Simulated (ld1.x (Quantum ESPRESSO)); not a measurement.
Run report: Pm, pseudopotential generation (part 2 of 2)

Continued. System: promethium (Pm, Z = 61), core [Kr] 4d10, reference valence 4f5 5s2 5p6 5d0 6s1 6p0 (an ion of charge +1), valence charge 15. Method: TM potential, LDA (PZ), scalar-relativistic, made with ld1.x (Quantum ESPRESSO) 7.5.

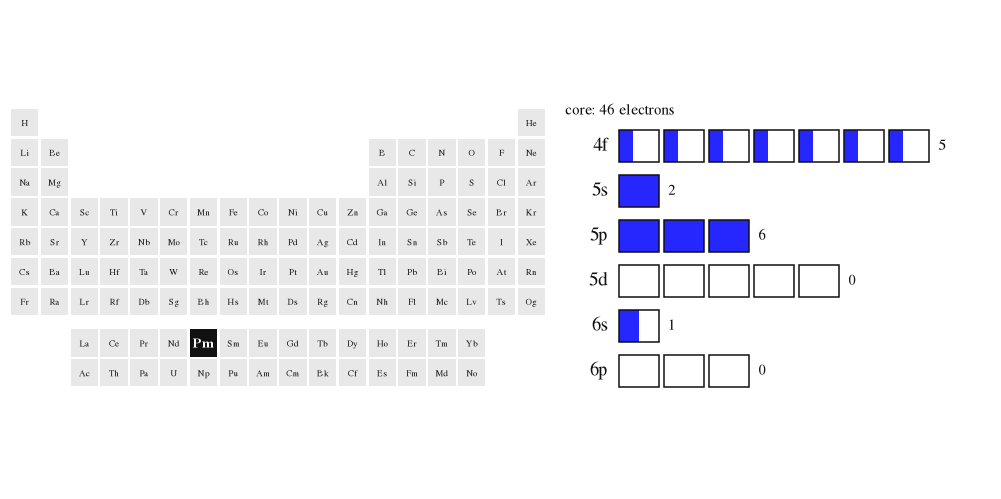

Left, the place of promethium in the periodic table; right, the valence shells of the reference configuration: a box for each of the 2l + 1 orbitals, shaded by the share of the shell that is filled, with the electron count at the right.

### Output of the test run (extracts), continued
```
     ---------------------- Testing the pseudopotential ----------------------

     Pm
     scalar relativistic calculation

     atomic number is 61.00   valence charge is 15.00
     dft =PZ   lsd =0 sic =0 latt =0  beta=0.20 tr2=1.0E-14
     mesh =1259 r(mesh) = 100.89962 xmin = -7.00 dx = 0.01250

     n l     nl             e AE (Ry)        e PS (Ry)    De AE-PS (Ry)
     4 3     4F   1( 5.00)       -1.13756       -1.24473        0.10717  !
     1 0     5S   1( 2.00)       -4.06224       -4.15647        0.09424  !
     2 1     5P   1( 6.00)       -2.64241       -2.72370        0.08129  !
     3 2     5D   1( 0.00)       -1.01118       -1.06795        0.05677  !
     2 0     6S   1( 0.00)       -0.99993       -1.22578        0.22585  !
     3 1     6P   1( 0.00)       -0.70493       -0.74076        0.03582  !

     eps = 7.9E-15  iter =  9

     Etot =  -20025.769583 Ry,  -10012.884792 Ha, -272464.475501 eV
     Etotps =  -136.790295 Ry,     -68.395148 Ha,   -1861.126780 eV
     dEtot_ae =       0.819070 Ry
     dEtot_ps =       0.987787 Ry,   Delta E=      -0.168717 Ry

     Ekin =     116.163992 Ry,      58.081996 Ha,    1580.491625 eV
     Encl =    -260.395065 Ry,    -130.197533 Ha,   -3542.855352 eV
     Ehrt =     110.669626 Ry,      55.334813 Ha,    1505.736963 eV
     Ecxc =     -15.278091 Ry,      -7.639046 Ha,    -207.869024 eV
     Epseu=     -87.950756 Ry,     -43.975378 Ha,   -1196.630992 eV

     ---------------------- End of pseudopotential test ----------------------

     ---------------------- Testing the pseudopotential ----------------------

     Pm
     scalar relativistic calculation

     atomic number is 61.00   valence charge is 15.00
     dft =PZ   lsd =0 sic =0 latt =0  beta=0.20 tr2=1.0E-14
     mesh =1259 r(mesh) = 100.89962 xmin = -7.00 dx = 0.01250

     n l     nl             e AE (Ry)        e PS (Ry)    De AE-PS (Ry)
     4 3     4F   1( 4.00)       -2.35087       -2.44138        0.09052  !
     1 0     5S   1( 2.00)       -5.10897       -5.27000        0.16103  !
     2 1     5P   1( 6.00)       -3.61864       -3.71495        0.09631  !
     3 2     5D   1( 0.00)       -1.79841       -1.85425        0.05584  !
     2 0     6S   1( 0.00)       -1.59084       -1.97857        0.38774  !
     3 1     6P   1( 0.00)       -1.21365       -1.26246        0.04881  !

     eps = 3.5E-16  iter = 12

     Etot =  -20024.041828 Ry,  -10012.020914 Ha, -272440.968198 eV
     Etotps =  -134.960767 Ry,     -67.480384 Ha,   -1836.234785 eV
     dEtot_ae =       2.546825 Ry
     dEtot_ps =       2.817315 Ry,   Delta E=      -0.270490 Ry

     Ekin =     101.531056 Ry,      50.765528 Ha,    1381.400385 eV
     Encl =    -243.514441 Ry,    -121.757220 Ha,   -3313.182748 eV
     Ehrt =      96.751818 Ry,      48.375909 Ha,    1316.375548 eV
     Ecxc =     -14.088168 Ry,      -7.044084 Ha,    -191.679292 eV
     Epseu=     -75.641033 Ry,     -37.820516 Ha,   -1029.148677 eV

     ---------------------- End of pseudopotential test ----------------------

     ---------------------- Testing the pseudopotential ----------------------

     Pm
     scalar relativistic calculation

     atomic number is 61.00   valence charge is 15.00
     dft =PZ   lsd =0 sic =0 latt =0  beta=0.20 tr2=1.0E-14
     mesh =1259 r(mesh) = 100.89962 xmin = -7.00 dx = 0.01250

     n l     nl             e AE (Ry)        e PS (Ry)    De AE-PS (Ry)
     4 3     4F   1( 5.00)       -0.26374       -0.00712       -0.25662  !
     1 0     5S   1( 2.00)       -3.18043       -0.20017       -2.98026  !
     2 1     5P   1( 6.00)       -1.76562       -0.05138       -1.71424  !
     3 2     5D   1( 0.00)       -0.21472       -0.21472        0.00000
     2 0     6S   1( 1.00)       -0.32363       -0.01136       -0.31227  !
     3 1     6P   1( 1.00)       -0.13515       -0.02595       -0.10921  !

     eps = 4.3E-15  iter = 19

     Etot =  -20026.852543 Ry,  -10013.426271 Ha, -272479.209918 eV
     Etotps =    -0.781522 Ry,      -0.390761 Ha,     -10.633151 eV
     dEtot_ae =      -0.263889 Ry
     dEtot_ps =     136.996560 Ry,   Delta E=    -137.260450 Ry

     Ekin =      -0.781522 Ry,      -0.390761 Ha,     -10.633151 eV
     Encl =       0.000000 Ry,       0.000000 Ha,       0.000000 eV
     Ehrt =       0.000000 Ry,       0.000000 Ha,       0.000000 eV
     Ecxc =       0.000000 Ry,       0.000000 Ha,       0.000000 eV

     ---------------------- End of pseudopotential test ----------------------

     ---------------------- Testing the pseudopotential ----------------------

     Pm
     scalar relativistic calculation

     atomic number is 61.00   valence charge is 15.00
     dft =PZ   lsd =0 sic =0 latt =0  beta=0.20 tr2=1.0E-14
     mesh =1259 r(mesh) = 100.89962 xmin = -7.00 dx = 0.01250

     n l     nl             e AE (Ry)        e PS (Ry)    De AE-PS (Ry)
     4 3     4F   1( 5.00)       -0.38523       -0.00094       -0.38430  !
     1 0     5S   1( 2.00)       -3.30117       -0.51782       -2.78336  !
     2 1     5P   1( 6.00)       -1.88704       -0.00491       -1.88213  !
     3 2     5D   1( 0.00)       -0.33825       -0.33825        0.00000
     2 0     6S   1( 1.50)       -0.44480       -0.00609       -0.43871  !
     3 1     6P   1( 0.00)       -0.23961       -0.23961        0.00000

     eps = 8.7E-16  iter = 26

     Etot =  -20026.856873 Ry,  -10013.428436 Ha, -272479.268831 eV
     Etotps =    -1.078909 Ry,      -0.539455 Ha,     -14.679309 eV
     dEtot_ae =      -0.268219 Ry
     dEtot_ps =     136.699173 Ry,   Delta E=    -136.967393 Ry

     Ekin =      -1.078909 Ry,      -0.539455 Ha,     -14.679309 eV
     Encl =       0.000000 Ry,       0.000000 Ha,       0.000000 eV
     Ehrt =       0.000000 Ry,       0.000000 Ha,       0.000000 eV
     Ecxc =       0.000000 Ry,       0.000000 Ha,       0.000000 eV

     ---------------------- End of pseudopotential test ----------------------

     ---------------------- Testing the pseudopotential ----------------------

     Pm
     scalar relativistic calculation

     atomic number is 61.00   valence charge is 15.00
     dft =PZ   lsd =0 sic =0 latt =0  beta=0.20 tr2=1.0E-14
     mesh =1259 r(mesh) = 100.89962 xmin = -7.00 dx = 0.01250

     n l     nl             e AE (Ry)        e PS (Ry)    De AE-PS (Ry)
     4 3     4F   1( 4.00)       -1.02235       -0.98164       -0.04072  !
     1 0     5S   1( 2.00)       -3.78927       -3.82926        0.03999  !
     2 1     5P   1( 6.00)       -2.32443       -2.31845       -0.00598  !
     3 2     5D   1( 1.00)       -0.64429       -0.63047       -0.01382  !
     2 0     6S   1( 1.00)       -0.67324       -0.84778        0.17455  !
     3 1     6P   1( 0.00)       -0.42346       -0.42295       -0.00051

     eps = 5.4E-15  iter = 19

     Etot =  -20026.369675 Ry,  -10013.184837 Ha, -272472.640160 eV
     Etotps =  -137.572504 Ry,     -68.786252 Ha,   -1871.769275 eV
     dEtot_ae =       0.218979 Ry
     dEtot_ps =       0.205578 Ry,   Delta E=       0.013401 Ry

     Ekin =     102.112802 Ry,      51.056401 Ha,    1389.315445 eV
     Encl =    -265.435607 Ry,    -132.717803 Ha,   -3611.435408 eV
     Ehrt =     115.326621 Ry,      57.663310 Ha,    1569.098610 eV
     Ecxc =     -15.209113 Ry,      -7.604556 Ha,    -206.930522 eV
     Epseu=     -74.367207 Ry,     -37.183604 Ha,   -1011.817400 eV

     ---------------------- End of pseudopotential test ----------------------

     ---------------------- Testing the pseudopotential ----------------------

     Pm
     scalar relativistic calculation

     atomic number is 61.00   valence charge is 15.00
     dft =PZ   lsd =0 sic =0 latt =0  beta=0.20 tr2=1.0E-14
     mesh =1259 r(mesh) = 100.89962 xmin = -7.00 dx = 0.01250

     n l     nl             e AE (Ry)        e PS (Ry)    De AE-PS (Ry)
     4 3     4F   1( 5.00)       -0.49131       -0.01327       -0.47804  !
     1 0     5S   1( 2.00)       -3.40325       -0.50851       -2.89474  !
     2 1     5P   1( 6.00)       -1.99543       -0.05731       -1.93812  !
     3 2     5D   1( 1.00)       -0.46216       -0.01435       -0.44781  !
     2 0     6S   1( 0.00)       -0.56696       -0.56696        0.00000
     3 1     6P   1( 0.00)       -0.34888       -0.34888        0.00000

     eps = 6.4E-15  iter = 16

     Etot =  -20026.495906 Ry,  -10013.247953 Ha, -272474.357629 eV
     Etotps =    -1.441550 Ry,      -0.720775 Ha,     -19.613284 eV
     dEtot_ae =       0.092747 Ry
     dEtot_ps =     136.336533 Ry,   Delta E=    -136.243785 Ry

     Ekin =      -1.441550 Ry,      -0.720775 Ha,     -19.613284 eV
     Encl =       0.000000 Ry,       0.000000 Ha,       0.000000 eV
     Ehrt =       0.000000 Ry,       0.000000 Ha,       0.000000 eV
     Ecxc =       0.000000 Ry,       0.000000 Ha,       0.000000 eV

     ---------------------- End of pseudopotential test ----------------------

     ---------------------- Testing the pseudopotential ----------------------

     Pm
     scalar relativistic calculation

     atomic number is 61.00   valence charge is 15.00
     dft =PZ   lsd =1 sic =0 latt =0  beta=0.20 tr2=1.0E-14
     mesh =1259 r(mesh) = 100.89962 xmin = -7.00 dx = 0.01250

     n l     nl             e AE (Ry)        e PS (Ry)    De AE-PS (Ry)
     4 3     4F   1( 5.00)       -0.68947       -0.00558       -0.68389  !
     1 0     5S   1( 1.00)       -3.58976       -0.05386       -3.53589  !
     2 1     5P   1( 3.00)       -2.16361       -0.01882       -2.14479  !
     3 2     5D   1( 0.00)       -0.57654       -0.57654        0.00000
     2 0     6S   1( 1.00)       -0.65344       -0.04435       -0.60909  !
     3 1     6P   1( 0.00)       -0.41582       -0.41582        0.00000
     4 3     4F   2( 0.00)       -0.46512       -0.46512        0.00000
     1 0     5S   2( 1.00)       -3.43235       -0.04460       -3.38775  !
     2 1     5P   2( 3.00)       -2.03852       -0.01706       -2.02146  !
     3 2     5D   2( 0.00)       -0.49778       -0.49778        0.00000
     2 0     6S   2( 0.00)       -0.57915       -0.57915        0.00000
     3 1     6P   2( 0.00)       -0.35557       -0.35557        0.00000

     eps = 1.7E-16  iter = 25

     Etot =  -20026.887196 Ry,  -10013.443598 Ha, -272479.681395 eV
     Etotps =    -0.278376 Ry,      -0.139188 Ha,      -3.787498 eV
     dEtot_ae =      -0.298542 Ry
     dEtot_ps =     137.499707 Ry,   Delta E=    -137.798249 Ry

     Ekin =      -0.278376 Ry,      -0.139188 Ha,      -3.787498 eV
     Encl =       0.000000 Ry,       0.000000 Ha,       0.000000 eV
     Ehrt =       0.000000 Ry,       0.000000 Ha,       0.000000 eV
     Ecxc =       0.000000 Ry,       0.000000 Ha,       0.000000 eV

     ---------------------- End of pseudopotential test ----------------------

     ---------------------- Testing the pseudopotential ----------------------

     Pm
     scalar relativistic calculation

     atomic number is 61.00   valence charge is 15.00
     dft =PZ   lsd =1 sic =0 latt =0  beta=0.20 tr2=1.0E-14
     mesh =1259 r(mesh) = 100.89962 xmin = -7.00 dx = 0.01250

     n l     nl             e AE (Ry)        e PS (Ry)    De AE-PS (Ry)
     4 3     4F   1( 5.00)       -0.23997       -0.00648       -0.23349  !
     1 0     5S   1( 1.00)       -3.13797       -0.53015       -2.60781  !
     2 1     5P   1( 3.00)       -1.71270       -0.06346       -1.64924  !
     3 2     5D   1( 0.00)       -0.15702       -0.15702        0.00000
     2 0     6S   1( 1.00)       -0.27634       -0.00970       -0.26664  !
     3 1     6P   1( 0.00)       -0.09573       -0.09573        0.00000
     4 3     4F   2( 0.00)       -0.02283       -0.02283        0.00000
     1 0     5S   2( 1.00)       -2.98527       -0.42873       -2.55654  !
     2 1     5P   2( 3.00)       -1.59602       -0.05357       -1.54244  !
     3 2     5D   2( 0.00)       -0.12104       -0.12104        0.00000
     2 0     6S   2( 1.00)       -0.26123       -0.00917       -0.25207  !
     3 1     6P   2( 0.00)       -0.08964       -0.08964        0.00000

     eps = 9.9E-16  iter = 22

     Etot =  -20027.309687 Ry,  -10013.654843 Ha, -272485.429676 eV
     Etotps =    -1.361250 Ry,      -0.680625 Ha,     -18.520755 eV
     dEtot_ae =      -0.721033 Ry
     dEtot_ps =     136.416832 Ry,   Delta E=    -137.137865 Ry

     Ekin =      -1.361250 Ry,      -0.680625 Ha,     -18.520755 eV
     Encl =       0.000000 Ry,       0.000000 Ha,       0.000000 eV
     Ehrt =       0.000000 Ry,       0.000000 Ha,       0.000000 eV
     Ecxc =       0.000000 Ry,       0.000000 Ha,       0.000000 eV

     ---------------------- End of pseudopotential test ----------------------
```

### Key numbers

- outcome: generated; the pseudo-atom misses its reference levels by up to 1.70 eV (6s, which has no pseudo-wave of its own); ld1.x warns of wrong node counts
- reference test: the pseudo-atom misses its own reference levels by up to 1.70 eV
- cutoffs needed: 160 Ry and 230 Ry (the cutoffs, on a coarse ladder, from which the occupation-weighted sum of valence levels, in a spherical-Bessel basis at the reference potential, stays within 10 and 1 mRy of its value at 400 Ry); ghost states and empty shells don't enter this sum
- ghost test: no ghost state below the valence levels in the s, p, d, f channels (spherical-Bessel basis up to 400 Ry, 20 bohr box)
- configuration tests: 6 of 9 tests not solved
- largest excitation error among the tests solved: -3680 meV (all-electron minus pseudo) for 4f4 5s2 5p6 5d0 6s0 6p0
- range over which the phases arctan(r u′/u) at the test radius agree within 0.05 rad (a looser test near the poles than one of phase shifts): s: up to about -1.3 Ry; p: up to about 2.3 Ry; d: up to about 0.6 Ry; f: up to about 0.2 Ry
- hardware: 1 CPU thread, shared host
- wall time: 5.9 s

### Notes

An excitation error of 3680 meV in its own tests makes this a poorly transferable potential. ld1.x warns that it found 1 node in place of 0 for 4f, 1 node in place of 0 for 5s and 1 node in place of 0 for 5p. It picks states by counting nodes, so it can end on another state than the one meant. The reference test prints no difference at all for these shells, which can mean that ld1.x kept the all-electron value without solving for the state; the Bessel test puts 5s at −3.5377 Ry against −3.5377 Ry.
